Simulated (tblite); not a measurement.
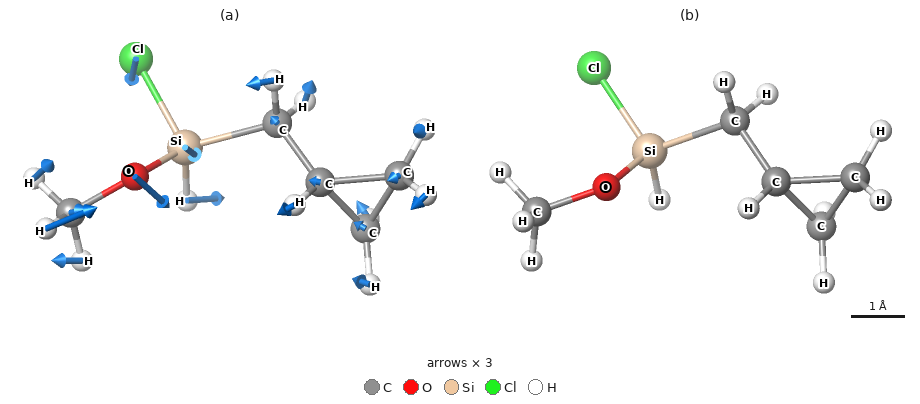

The structure of C5H11ClOSi before (left) and after (right) a relaxation, at one scale. The blue arrows give the displacements, magnified 3 times.

The picture is a ball-and-stick view, seen at a tilt.

Method: tblite 0.8.0, GFN2-xTB geometry optimisation, gas phase. 

Question: Describe what moved and what it gained.

Answer: The energy falls by 0.200 eV in 84 geometry steps. The largest move after the best rigid fit is that of an H atom, 0.42 Å. By element the largest moves are H 0.42 Å, O 0.40 Å, Cl 0.30 Å, Si 0.26 Å, C 0.16 Å. Near-neighbour distances that change, for instance: O–Si 1.670 → 1.618 Å, C–O 1.434 → 1.401 Å, H–Si 1.483 → 1.463 Å, Cl–Si 2.046 → 2.029 Å. Bond angles that change, for instance: C–O–Si 117.6° → 129.8°, O–Si–C 113.0° → 103.7°, O–Si–Cl 106.2° → 109.8°. Groups turn about O–Si by about 25°.
